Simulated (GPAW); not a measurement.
# Ru L₃ edge of NbRu (Pm-3m): cell size and cost

How large a supercell does the Ru L₃ edge of NbRu (Pm-3m) need, and what does it cost? The absorber has 8 Nb at 2.76 Å and 6 Ru at 3.18 Å (cube and octahedron, as in bcc, site symmetry m-3m).

The runs were made apart and are set side by side; the one with the holes farthest apart serves as the reference. All curves get a further Gaussian of 1.5 eV full width, so that line shapes and meshes matter less.

## 1. Cost and result by level

| run | hole distance (Å) | k mesh | core time | raw zero (eV) | zero less the added terms (eV) | r.m.s. from the reference after the best shift (%) |
| --- | --- | --- | --- | --- | --- | --- |
| GPAW LDA, 8 atoms | 5.5 | 6×6×6 | 9.5 min | 2869.7 | - | 3 |
| GPAW LDA, 18 atoms | 7.1 | 4×4×4 | 1.5 h | 2869.7 | - | - |

Times are from shared hosts.

```csv
E (eV),"GPAW LDA, 8 atoms","GPAW LDA, 18 atoms"
-2.0,0.17,0.15
-0.5,1.47,1.36
1.0,2.59,2.52
2.5,1.93,1.86
4.0,0.97,0.99
5.5,0.53,0.56
7.0,0.44,0.45
8.5,0.47,0.48
10.0,0.74,0.75
11.5,0.92,0.93
13.0,1.01,1.01
14.5,1.00,1.01
16.0,0.81,0.83
17.5,0.69,0.70
19.0,0.71,0.72
20.5,0.64,0.64
22.0,0.65,0.66
23.5,0.76,0.77
25.0,0.76,0.78
26.5,0.71,0.72
28.0,0.69,0.70
29.5,0.66,0.67
31.0,0.69,0.69
```

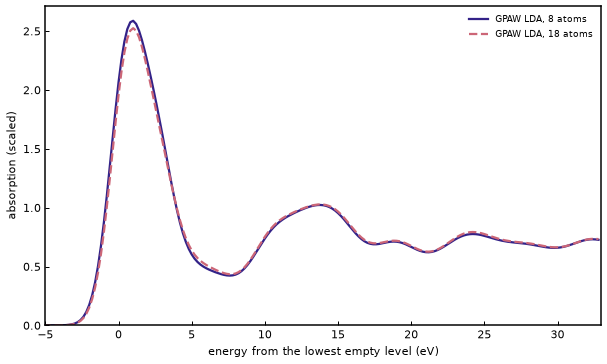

The spectra after the common broadening.

## 2. Reading

The smallest cell differs from the reference by 3 % r.m.s. after a shift of 0.0 eV at 0.10 of its cost, so it already gives the shape. Its highest intensity below 24 eV lies at 1.0 eV against 1.0 eV. Whether the reference itself is converged wasn't tested.

Only the L₃ part is meant: spin–orbit coupling of the core level isn't computed and the L₂ copy isn't added. The script folds with a Gaussian, whereas the core hole's own line is a Lorentzian, so the onset is too steep and the first peak too high. Lifetime broadening is put in by hand, and intensities beyond about 20 eV depend on it. Some cells keep the holes under 6.5 Å apart, so shapes are probably not fully converged. The structures are entries of the Crystallography Open Database, used as given.

[Logs are printed without paths, hosts, clocks, repeated set-up lines and the standing remarks that a program may print on its own settings, such as how far it seeks lower states.]

[Hosts, paths, dates, database ids (printed as entryN), source tags and the programs' standing remarks are cut or masked in the printed files.]
